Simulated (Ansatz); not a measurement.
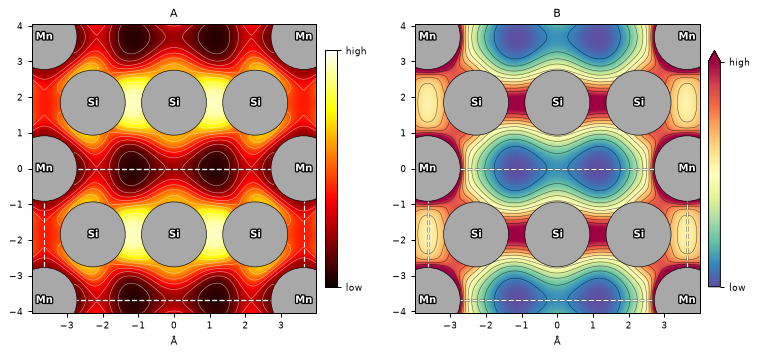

MnSi3: 2 fields on the (110) plane of the conventional cell, with unlabelled colour scales. Grey discs cover the atomic cores.

Space group P4/mmm; a generated structure, not necessarily the stable one; changed on purpose from its base cell (volume × 0.88, shape and atoms relaxed); computed pressure about 24 GPa in this cell; computed without spin polarisation.

Theory: DFT PBE, scalar-relativistic, plane waves, PAW (Ansatz 0.2.0).

Question: The panels show electron localisation function and valence pseudo-density in some order. Assign them.

Answer: Panel A: electron localisation function. Panel B: valence pseudo-density. From the grid: Si–Si (2.28 Å): ρ is about 0.61 e/Å³ halfway; the ELF peaks at about 0.95 between the atoms. Mn–Si (2.29 Å): ρ is about 0.51 e/Å³ halfway; the ELF peaks at about 0.65 in the valence shell of Si, 0.9 Å from its nucleus, and is about 0.40 at the midpoint.
